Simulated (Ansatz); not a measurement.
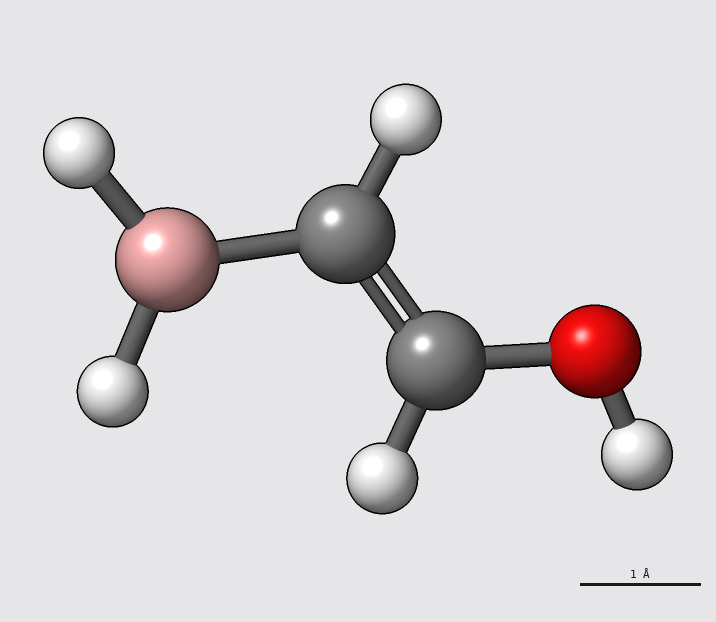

Double and triple bonds are drawn as two and three sticks. Colours: boron pink, carbon grey, oxygen red, hydrogen white.

Description:

It has 9 atoms: 2 carbon, 5 hydrogen, 1 boron and 1 oxygen (C₂H₅BO). As SMILES it reads `B/C=C/O`. It has no ring. Among its groups: alkene, B–H bond. The point group is Cs. All atoms lie on one plane. Coordination: 1 B trigonal planar; 2 C trigonal planar; 1 O bent.

More results for the same structure follow; atom numbers are the same in all pictures, views and colours differ. The computed structure is the end point of a PBE0-D4/def2-TZVP optimisation. No frequency run is at hand to confirm it as a minimum.

**Shape**

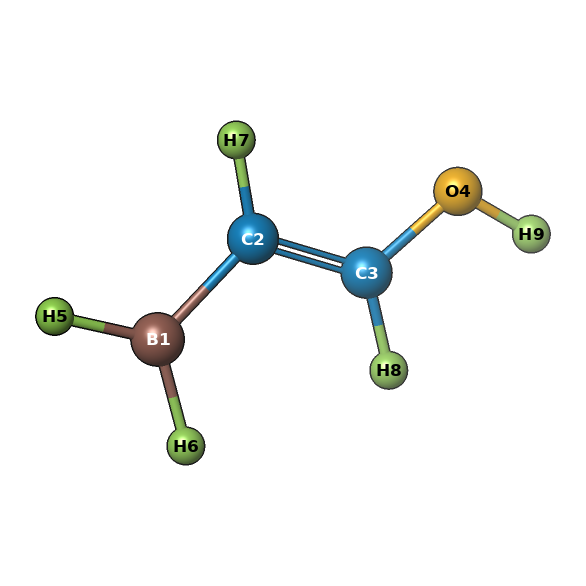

Distant atoms are faded towards the background colour. No frequency run is at hand to confirm it as a minimum.

Find the stereocentres and stereogenic double bonds.

Double bonds: C2=C3.

What are the Cahn–Ingold–Prelog descriptors?

C2=C3: E.

**Electronic properties**

No frequency run is at hand to confirm it as a minimum. Properties computed with RKS PBE0-D4/def2-TZVPP (Ansatz 0.2.0).

Predict the main results.

- HOMO energy (Kohn–Sham orbital): −7.48 eV
- LUMO energy (Kohn–Sham orbital): −1.41 eV
- HOMO–LUMO gap: 6.08 eV
- dispersion correction: −10.2 kJ/mol

**Charges**

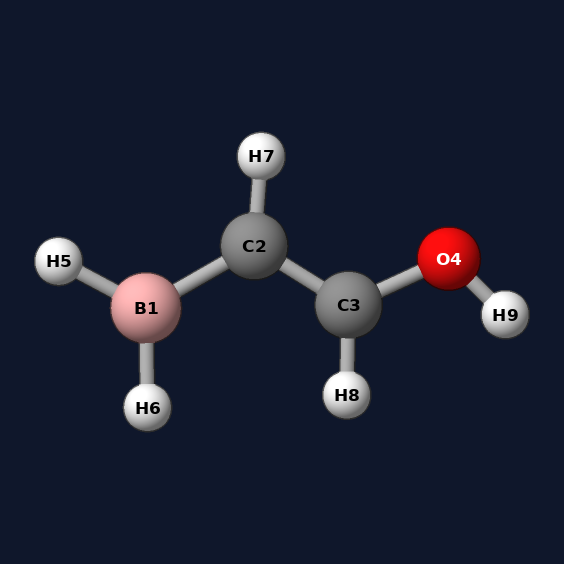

The questions are on Mulliken charges. No frequency run is at hand to confirm it as a minimum. Method: RKS PBE0-D4/def2-TZVP (Ansatz 0.2.0).

Which atom carries the highest charge (most positive or least negative)?

H9 (0.33 e).

And the lowest?

O4 (−0.33 e).

Give the Mulliken charges atom by atom.

```csv
atom,value (e)
B1,−0.09
C2,−0.23
C3,0.10
O4,−0.33
H5,0.00
H6,−0.02
H7,0.11
H8,0.12
H9,0.33
```

**Dipole moment**

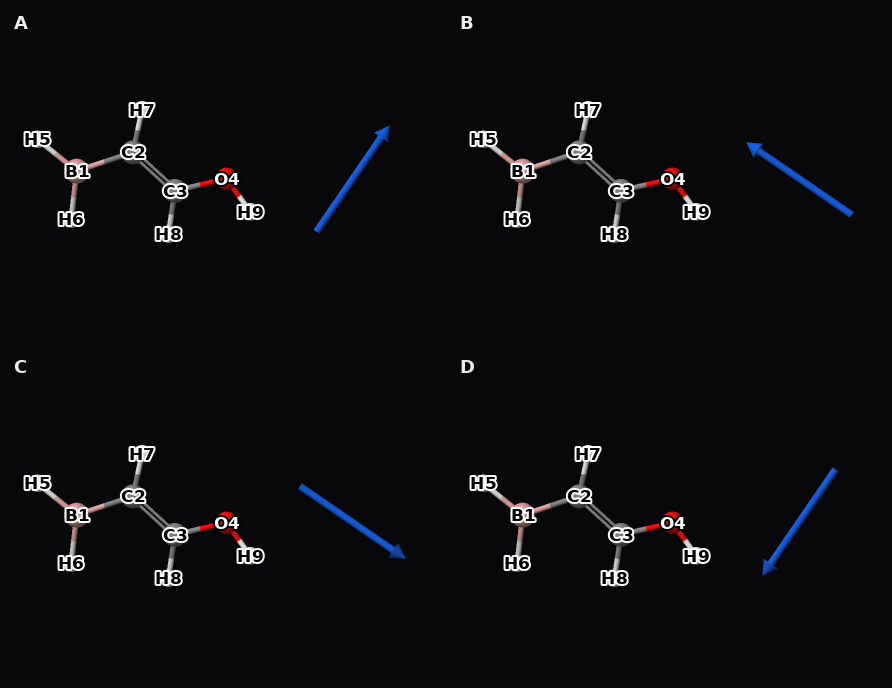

The same molecule four times, each with an arrow. No frequency run is at hand to confirm it as a minimum. Level of theory: RKS PBE0-D4/def2-TZVP (Ansatz 0.2.0).

Which arrow points along the dipole moment, from the negative to the positive end?

C. The dipole moment is 3.28 D; it points from the side of H5 to the side of H9 (the outermost atoms at the two ends).

Mulliken values depend strongly on the basis set and can even reverse the polarity of a bond.
